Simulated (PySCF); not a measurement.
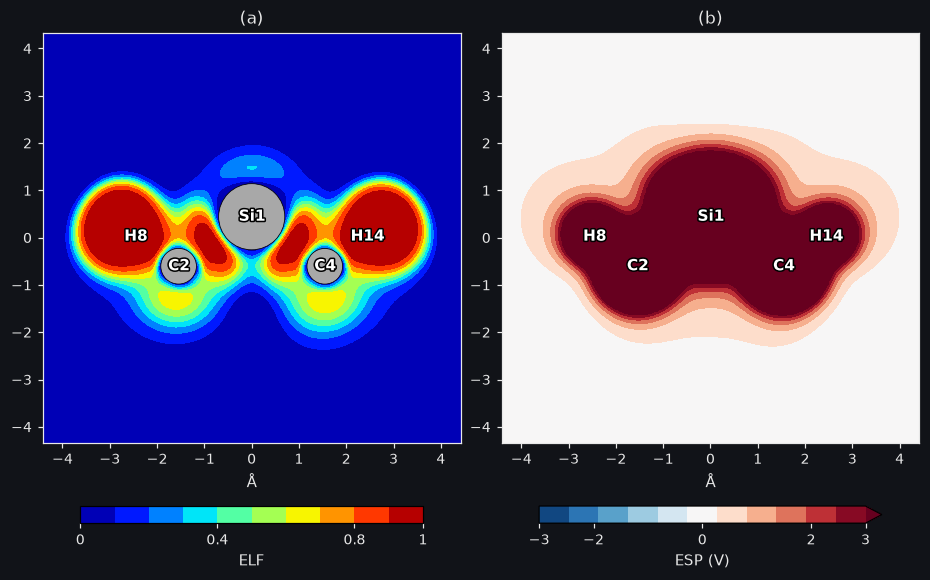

Figure 1: C$_{3}$H$_{9}$FSi (SMILES C[Si](C)(C)F). (a) electron localisation function; (b) molecular electrostatic potential on the plane of atoms Si1, C2 and H8. Grey discs cover the atomic cores in the ELF map.

Geometry: PBE0-D3(BJ)/def2-SVP.

All numbers below come from PBE0/pcSseg-1, SCF density, gas phase, non-relativistic (PySCF 2.14.0).

```xyz
14

Si    0.0499    0.0022   -0.4234
C     1.6194    0.6869    0.3199
C    -0.2377   -1.7719    0.0816
C    -1.4255    1.0794   -0.0393
F     0.2426    0.0141   -2.0532
H     1.5378    0.7531    1.4167
H     1.8256    1.6981   -0.0643
H     2.4852    0.0498    0.0821
H     0.5823   -2.4162   -0.2724
H    -0.2900   -1.8656    1.1781
H    -1.1793   -2.1589   -0.3376
H    -1.6647    1.0509    1.0358
H    -1.2379    2.1281   -0.3173
H    -2.3138    0.7346   -0.5914
```

Interpret the plot.

Answer.
- The plane passes through Si, C and H nuclei.
- C–Si (1.87 Å): the ELF peaks at about 0.95 between the atoms (localised, covalent bonding).
- C–H (1.10 Å): the ELF climbs to about 1 towards the hydrogen, as it does in any bond to H (an ordinary covalent bond to hydrogen).
- The potential has no marked negative region in this plane.
